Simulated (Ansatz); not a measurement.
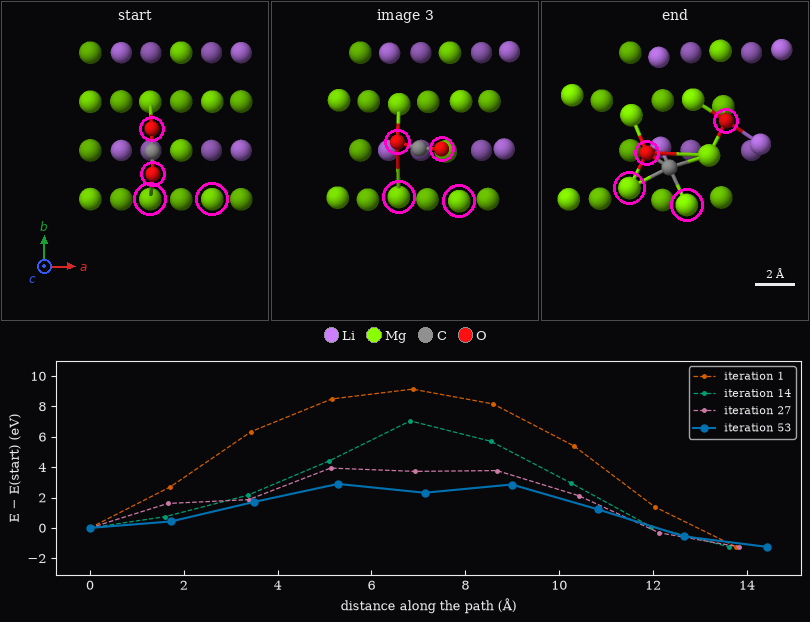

A nudged-elastic-band calculation for CO2 on LiMg2(110) (27 atoms in the cell). Images are numbered from 0 (start) to 8 (end). The plot follows the band through its iterations. The picture is a ball-and-stick view of the simulation cell, with the vacuum cut short (origin moved), seen along the c axis. The atoms that move most are ringed. Bonds to atoms that aren't drawn are left out.

The calculation used DFT PBE-D3(BJ), scalar-relativistic, plane waves, PAW (Ansatz 0.2.0). Settings: plane-wave cutoff 420 eV; k-point mesh 2 × 2 × 1; Fermi-Dirac smearing 0.1 eV; 6 atoms held fixed; 7 movable images; climbing image; force threshold 0.05 eV/Å; iteration limit 53; optimiser L-BFGS; starting path by image-dependent pair potential.

Did the band converge, and can the barrier be trusted?

The result isn't final. The band hadn't converged when the run stopped after 53 iterations. The barrier read from it is provisional, though the highest image hardly moved in the last two iterations. The first iteration put the highest image at 9.14 eV. The highest point, image 3, lies 2.90 eV above the start and 4.15 eV above the end; the end is at −1.25 eV relative to the start. The profile has 2 maxima (images 3, 5) with a dip at image 4 (+2.32 eV), which on an unconverged band is provisional.

Cost: 47 min on 4 threads of Intel(R) Xeon(R) Platinum 8488C (Sapphire Rapids), with other jobs on the host, peak memory 7.9 GiB.
